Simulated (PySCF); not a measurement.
NMR shielding calculation of C$_{5}$H$_{10}$NPSi

C$_{5}$H$_{10}$NPSi, computed with GIAO PBE0/ANO-RCC-VDZP NMR shielding, non-relativistic, gas phase (PySCF 2.14.0).

Some settings of this run were made unusual or wrong on purpose. The geometry comes from this level: GFN2-xTB, altered. Figures and captions count atoms from 1; the log counts them from 0 in places.

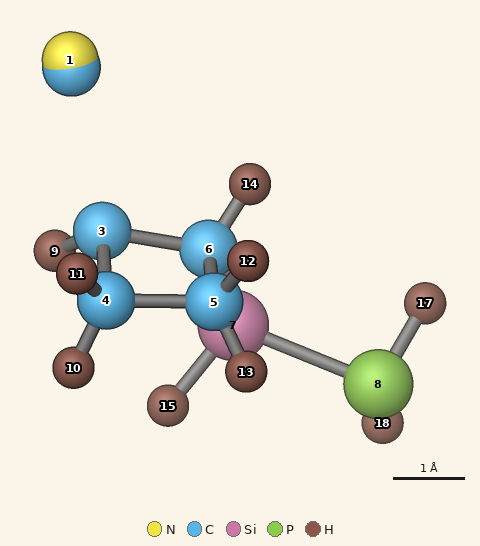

*The input geometry (ball-and-stick view, seen at a tilt; atoms are numbered from 1 in the order of the input). Sticks are drawn by distance; a stretched bond gets none, so the picture shows separate pieces.*

Bond lengths as drawn: C–C 1.53 to 1.55 Å, C–H 1.09 Å, C–N 0.11 Å, C–Si 1.90 Å, H–P 1.38 Å, H–Si 1.47 Å and P–Si 2.24 Å.

What the run reported:

- outcome: converged
- total energy: −769.546724 hartree
- HOMO: −3.12 eV
- LUMO: −1.19 eV
- dipole moment: 1.02 D
- isotropic shielding, N: 118.6 ppm
- isotropic shielding, C: −36.7 to 166.3 ppm
- isotropic shielding, Si: 456.7 ppm
- isotropic shielding, P: 692.8 ppm
- isotropic shielding, H: 27.0 to 31.3 ppm
- hardware: 1 CPU thread, shared host
- wall time: 78 s
- peak memory: 0.93 GiB

Diagnosis:

Some settings of this run were drawn to be unusual or wrong. It converged; results that depend on the unusual settings are not reference values.

The input:
```
{"job": {"kind": "nmr", "xc": "PBE0", "basis": "ANO-RCC-VDZP", "pop": false, "scf": {"max_cycle": 99}}, "charge": 0, "multiplicity": 1}
N     -2.153043     3.094451     0.226233
C     -2.111452     2.993169     0.192910
C     -1.197081     0.806832    -0.478870
C     -1.908653    -0.379257     0.205668
C     -0.720200    -0.534123     1.161479
C      0.091552     0.455332     0.305498
Si     1.440787    -0.353254    -0.763644
P      2.812742    -1.424822     0.640853
H     -1.124491     0.753205    -1.567398
H     -2.038339    -1.224607    -0.466829
H     -2.864430    -0.141302     0.669824
H     -0.930393    -0.162414     2.163388
H     -0.307221    -1.539786     1.242286
H      0.489313     1.301425     0.870309
H      0.832486    -1.373231    -1.628826
H      2.053420     0.673234    -1.617609
H      3.506751    -0.295880     1.038850
H      3.745172    -1.731113    -0.332534
```

The first line tells a small driver script what to run in PySCF; the rest is the geometry in Å.

Launched with:
```bash
OMP_NUM_THREADS=1 python <driver script> task.json out
```

The program's output:
```
final grid: 144608 points
cycle   1  E = -769.2693952470  dE =  3.177e+01  |g| = 1.011e+00  |ddm| = 4.815e+02
cycle   2  E = -768.7051007084  dE =  5.643e-01  |g| = 1.533e+00  |ddm| = 5.142e+01
cycle   3  E = -769.4371791504  dE = -7.321e-01  |g| = 5.465e-01  |ddm| = 3.354e+01
cycle   4  E = -769.5094769522  dE = -7.230e-02  |g| = 3.315e-01  |ddm| = 7.968e+00
cycle   5  E = -769.5444474462  dE = -3.497e-02  |g| = 8.899e-02  |ddm| = 4.282e+00
cycle   6  E = -769.5460611621  dE = -1.614e-03  |g| = 4.670e-02  |ddm| = 1.509e+00
cycle   7  E = -769.5465718905  dE = -5.107e-04  |g| = 2.117e-02  |ddm| = 2.967e-01
cycle   8  E = -769.5467054495  dE = -1.336e-04  |g| = 7.413e-03  |ddm| = 1.482e-01
cycle   9  E = -769.5467236063  dE = -1.816e-05  |g| = 9.046e-04  |ddm| = 8.795e-02
cycle  10  E = -769.5467238303  dE = -2.240e-07  |g| = 1.803e-04  |ddm| = 1.945e-02
cycle  11  E = -769.5467238406  dE = -1.032e-08  |g| = 1.140e-04  |ddm| = 1.462e-03
cycle  12  E = -769.5467238454  dE = -4.837e-09  |g| = 3.040e-05  |ddm| = 8.074e-04
cycle  13  E = -769.5467238460  dE = -5.787e-10  |g| = 7.204e-06  |ddm| = 6.207e-04
converged SCF energy = -769.5467238460

GIAO shielding tensors (ppm)
atom      isotropic    diamagn.    paramagn.     s11        s22        s33       span
  0 N      118.608     512.404    -393.796    -74.846    -36.720    467.390    542.235
  1 C      -36.720     483.891    -520.611   -274.593   -231.764    396.197    670.789
  2 C      126.154     249.166    -123.011     70.185    148.055    160.222     90.037
  3 C      153.553     240.822     -87.269    128.480    152.237    179.943     51.463
  4 C      166.320     240.000     -73.680    147.792    158.531    192.636     44.844
  5 C      148.557     238.602     -90.046    117.275    149.314    179.081     61.807
  6 Si     456.726     890.256    -433.530    424.267    440.496    505.415     81.149
  7 P      692.779     976.516    -283.736    629.606    683.853    764.879    135.273
  8 H       27.876      33.074      -5.198     24.586     28.105     30.937      6.351
  9 H       28.361      31.210      -2.848     26.400     27.310     31.374      4.975
 10 H       28.146      30.281      -2.135     23.811     27.258     33.369      9.558
 11 H       27.705      30.329      -2.625     24.634     26.409     32.071      7.437
 12 H       29.430      31.284      -1.854     25.382     29.456     33.453      8.071
 13 H       27.575      31.028      -3.453     21.785     29.005     31.934     10.148
 14 H       27.892      32.217      -4.325     25.557     26.140     31.979      6.422
 15 H       26.984      31.120      -4.137     23.548     25.481     31.922      8.374
 16 H       31.266      30.136       1.130     26.109     28.403     39.285     13.176
 17 H       30.919      28.407       2.511     25.521     27.522     39.714     14.193
```
